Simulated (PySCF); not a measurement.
SMILES CS[SiH2]O[SiH3] (CH8OSSi2) at its GFN2-xTB optimised geometry (Å):

```
13

C      1.3573    -2.4926    -0.0085
S      1.0768    -0.6924     0.0000
Si    -1.0599    -0.6924     0.0000
O     -1.5716     0.8284     0.0000
Si    -1.4917     2.4446     0.1796
H      0.9341    -2.9243    -0.9098
H      2.4306    -2.6467     0.0081
H      0.9044    -2.9379     0.8715
H     -1.5458    -1.3006    -1.2314
H     -1.5312    -1.3370     1.2196
H     -1.9249     2.7103     1.5492
H     -0.1190     2.8752    -0.0602
H     -2.4306     2.9379    -0.8233
```

Level of theory: PySCF 2.14.0 with B3LYP/def2-TZVP.

Map of the Laplacian of the electron density (e/bohr⁵), clipped to [-1.50, 1.50] on the plane z = 1.2 Å:

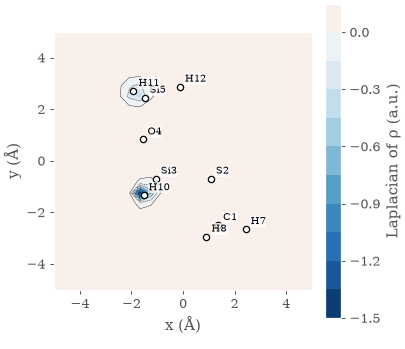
Figure. Laplacian of the electron density (e/bohr⁵), clipped to [-1.50, 1.50] on the plane z = 1.2 Å.
